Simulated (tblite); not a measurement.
# C6H10FNSi2: the cost of one run

The runs use tblite 0.8.0 and PySCF 2.14.0, with density-fitted response routines of our own; the level of theory stands in each step. All values are computed, except where a source is named. Atoms are numbered from 0 throughout.

**1. The molecule as given**

20 atoms, charge 0, multiplicity 1; geometry from: force field or distance geometry start.

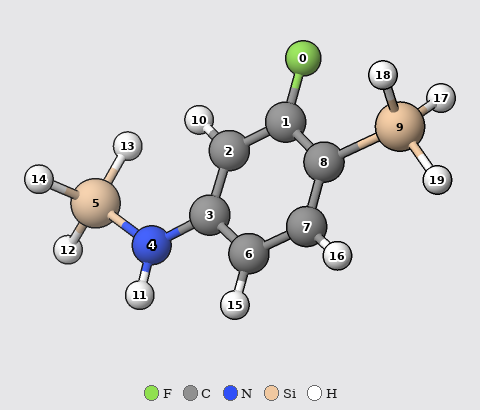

The starting geometry (fluorine green, carbon grey, nitrogen blue, silicon light orange, hydrogen white), atoms numbered.

**2. Relaxing the molecule with GFN2-xTB**

Job settings and geometry (Å):

```
{"job": {"kind": "relax", "xc": "GFN2-xTB", "basis": "xTB"}, "charge": 0, "multiplicity": 1}
F      1.285600     2.357800     0.481000
C      0.870900     1.114500     0.140100
C     -0.452700     0.779000     0.059300
C     -0.915100    -0.468700    -0.287100
N     -2.279200    -0.832200    -0.372300
Si    -3.627000     0.323700    -0.085600
C      0.024300    -1.465800    -0.538600
C      1.394800    -1.182300    -0.448500
C      1.796100     0.083900    -0.113400
Si     3.598300     0.460400    -0.001100
H     -1.179300     1.571000     0.258500
H     -2.558300    -1.815800    -0.638600
H     -4.764000     0.042500    -0.973800
H     -3.190700     1.727000    -0.237300
H     -4.094200     0.098000     1.302800
H     -0.290800    -2.486700    -0.793000
H      2.131600    -1.942500    -0.645200
H      3.883700     1.638400    -0.814700
H      3.991400     0.702600     1.393600
H      4.369600    -0.694100    -0.508600
```

Launch:

```bash
OMP_NUM_THREADS=1 python probes_run.py task.json out
```

One launch serves the whole session: the jobs run in the order shown.

**Question.** How long does this first job take on 1 thread of Arm Neoverse N1, shared host?

About 1.4 s.
